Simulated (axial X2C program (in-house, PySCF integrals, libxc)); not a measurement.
# Linear NAlN at several levels

How do method and spin–orbit coupling move the bonds and stretches of NAlN, held linear?

Method: all-electron X2C, two-component (2c) or spin-free, N dyall-av3z, Al dyall-v3z; program: an in-house X2C program for linear molecules on PySCF integrals.

All values are calculated.

2 further runs of the same task are left out: 2 set aside as unsound or not needed.

## (1) Set-up

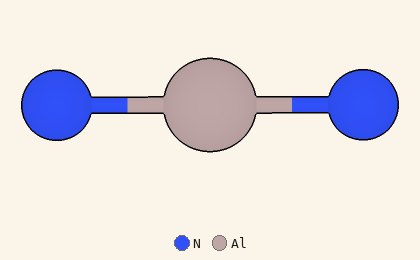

The atoms on one line, bonds 1.730 and 1.730 Å (nitrogen blue, aluminium light grey).

task.json

```json
{"zs": [7, 13, 7], "q": 0, "bas": ["dyall-av3z", "dyall-v3z", "dyall-av3z"], "r0": [1.73, 1.73], "symm": 1, "scan": ["PBE0", "HF", "PBE"], "levels": ["PBE0", "HF", "BHandHLYP"], "nst": 2}
```

Keys: zs atomic numbers; q charge; bas basis sets; r0 starting distance in Å; symm equal bonds; scan levels of the two-bond scan; levels methods; nst determinants followed.

Launch:

```
> python solin.py task.json out
```

Masses N 14.003, Al 26.982, N 14.003 u.

## (2) Scan at PBE0, 2c

State: Ω = 5/2 (beyond evenly filled blocks: ω = -1/2, 2 × ω = 3/2). Energies above the lowest point, from the job's result record:

| r(N–Al) (Å) | r(Al–N) (Å) | E (meV) |
| --- | --- | --- |
| 1.7570 | 1.7570 | 44.01 |
| 1.7570 | 1.8020 | 17.10 |
| 1.7570 | 1.8470 | 25.43 |
| 1.8020 | 1.7570 | 17.10 |
| 1.8020 | 1.8020 | 0.00 |
| 1.8020 | 1.8470 | 17.73 |
| 1.8020 | 1.8921 | 62.03 |
| 1.8470 | 1.7570 | 25.43 |
| 1.8470 | 1.8020 | 17.73 |
| 1.8470 | 1.8470 | 44.67 |
| 1.8921 | 1.8020 | 62.03 |
| 1.8921 | 1.8921 | 159.60 |

A quadratic surface with cubic terms in each bond gives the minimum at 1.800 and 1.800 Å, force constants 2.77, 2.77 and coupling 0.72 mdyn/Å.

## (3) Scan at PBE, 2c

State: Ω = 5/2 (beyond evenly filled blocks: ω = -1/2, 2 × ω = 3/2). Energies above the lowest point, from the job's result record:

| r(N–Al) (Å) | r(Al–N) (Å) | E (meV) |
| --- | --- | --- |
| 1.7570 | 1.7570 | 85.29 |
| 1.7570 | 1.8020 | 40.16 |
| 1.7570 | 1.8470 | 35.29 |
| 1.8020 | 1.7570 | 40.16 |
| 1.8020 | 1.8020 | 0.05 |
| 1.8020 | 1.8470 | 0.00 |
| 1.8020 | 1.8921 | 31.42 |
| 1.8470 | 1.7570 | 35.29 |
| 1.8470 | 1.8020 | 0.00 |
| 1.8470 | 1.8470 | 4.59 |
| 1.8921 | 1.8020 | 31.42 |
| 1.8921 | 1.8921 | 80.66 |

A quadratic surface with cubic terms in each bond gives the minimum at 1.822 and 1.822 Å, force constants 2.86, 2.86 and coupling 0.37 mdyn/Å.

## (4) Scan at PBE0, spin-free

State: M_S = 3/2, Λ = 1 (beyond evenly filled blocks: 2 × π+α, π+β, 2 × π-α). Energies above the lowest point, from the job's result record:

| r(N–Al) (Å) | r(Al–N) (Å) | E (meV) |
| --- | --- | --- |
| 1.7570 | 1.7570 | 43.88 |
| 1.7570 | 1.8020 | 17.04 |
| 1.7570 | 1.8470 | 25.44 |
| 1.8020 | 1.7570 | 17.04 |
| 1.8020 | 1.8020 | 0.00 |
| 1.8020 | 1.8470 | 17.78 |
| 1.8020 | 1.8921 | 62.14 |
| 1.8470 | 1.7570 | 25.44 |
| 1.8470 | 1.8020 | 17.78 |
| 1.8470 | 1.8470 | 44.77 |
| 1.8921 | 1.8020 | 62.14 |
| 1.8921 | 1.8921 | 159.76 |

A quadratic surface with cubic terms in each bond gives the minimum at 1.800 and 1.800 Å, force constants 2.77, 2.77 and coupling 0.72 mdyn/Å.

## (5) Comparison

| level | r(N–Al) (Å) | r(Al–N) (Å) | lower stretch (cm⁻¹) | upper stretch (cm⁻¹) |
| --- | --- | --- | --- | --- |
| PBE0, 2c | 1.800 | 1.800 | 650.6 | 711.0 |
| PBE, 2c | 1.822 | 1.822 | 625.4 | 785.0 |
| PBE0, spin-free | 1.800 | 1.800 | 650.6 | 711.2 |
| PBE, spin-free | 1.822 | 1.822 | 625.4 | 785.1 |

Scans not shown above were run alike.

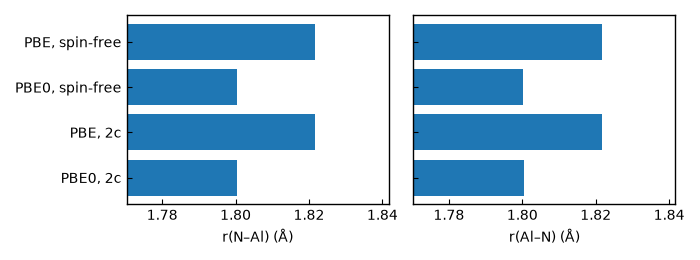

The two bond lengths by level.

**Reading.** Over the levels the N–Al bond spans 1.800 to 1.822 Å and the Al–N bond 1.800 to 1.822 Å. At PBE0 spin–orbit coupling leaves both bonds unchanged to 0.001 Å. Each state is one determinant, the lowest of a limited PBE0 search; the stretches come from a fit to few points and are good to some per cent at best. The stretches are sorted by size, and where the two bonds are alike the symmetric and antisymmetric modes can swap order between levels. The molecule was held linear; bending was not examined, so a bent shape may lie lower. Note: functional without a current term on a determinant with orbital currents, of the molecule or an atom. Note: several unpaired electrons, one determinant need not be a pure state.
